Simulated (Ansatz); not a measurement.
## A computed series for ZrS2: response to strain

Take ZrS2 in the CdI2 type structure (space group P-3m1, No. 164; a = 3.635 Å, c = 5.720 Å; layered, stacked along the Cartesian z axis) as the base. Axes: x lies along a and z along c of the hexagonal cell.

Strains are applied to the cell and any free atomic positions relax; under biaxial strain the out-of-plane vector relaxes too.

Calculations: PBE-D3(BJ) in Ansatz (plane waves to 420 eV, PAW, without spin-orbit coupling).

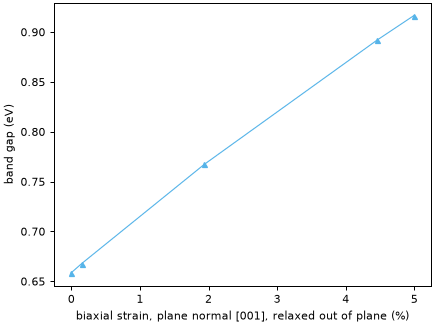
Figure. Band gap against biaxial strain, plane normal [001], relaxed out of plane

### Question
From the plot, what is the band gap for biaxial strain +4.46 %, plane normal [001], relaxed out of plane?

### Answer
About 0.89 eV.

### Question
Is the trend monotonic over the range shown?

### Answer
Yes, it rises throughout, spanning 0.66 eV to 0.92 eV.

No phonon test of stability was made.

Ansatz is a first-principles code.
